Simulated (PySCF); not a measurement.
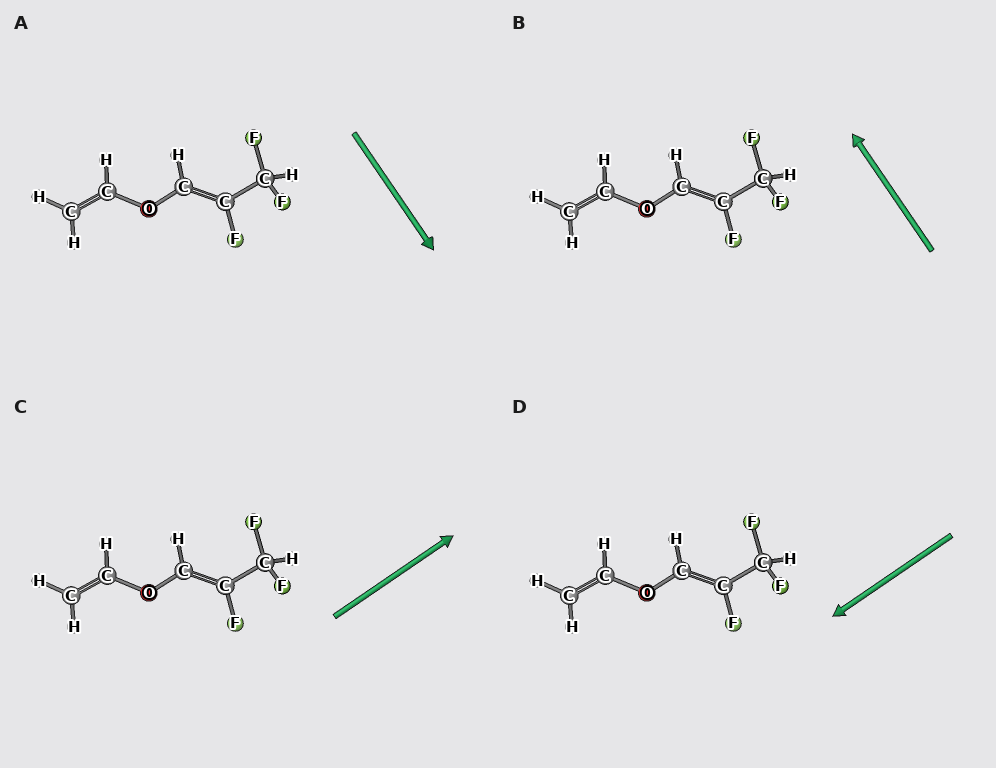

The same molecule four times, each with an arrow. The geometry was computed by an optimisation with PBE0-D3(BJ)/def2-SVP. No frequency run is at hand to confirm it as a minimum. Method: PBE0/pcSseg-1 in water (IEF-PCM) (PySCF 2.14.0).

### Which arrow points along the dipole moment, from the negative to the positive end?

B. The dipole moment is 2.81 D.
